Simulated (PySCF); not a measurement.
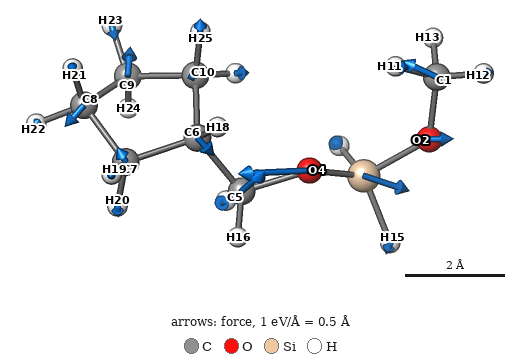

Starting geometry of C7H16O2Si with the computed forces as blue arrows. Style: ball-and-stick. Shown face on.

The start comes from GFN2-xTB. Its atoms were then displaced at random by about 0.01 Å.

All numbers below come from PBE0-D3(BJ)/def2-SVP geometry optimisation, gas phase (PySCF 2.14.0, density-fitted response routines). 

### Is this structure relaxed? If not, where do the atoms go?

It isn't relaxed: the largest force vector, on an O atom, is 3.38 eV/Å. The final displacements have little in common with the starting forces (cosine between the two patterns 0.01). The largest move after the best rigid fit is that of an H atom, 1.28 Å. Largest moves by element: H 1.28 Å, C 0.77 Å, O 0.49 Å, Si 0.41 Å. Among the contacts that change: O–Si 1.584 → 1.657 Å, H–Si 1.453 → 1.500 Å, C–H 1.077 → 1.110 Å, C–O 1.435 → 1.402 Å. Among the angles between lasting bonds that change: C–O–Si 130.2° → 124.9°, O–Si–H 99.7° → 104.8°, O–Si–O 105.9° → 109.9°. Groups turn about O–Si by about 35°, C–O by about 25°. The energy falls by 7.96 kcal/mol in 17 geometry steps. Cost: 6 min on 1 thread of Intel(R) Xeon(R) 6975P-C, with other jobs on the host.
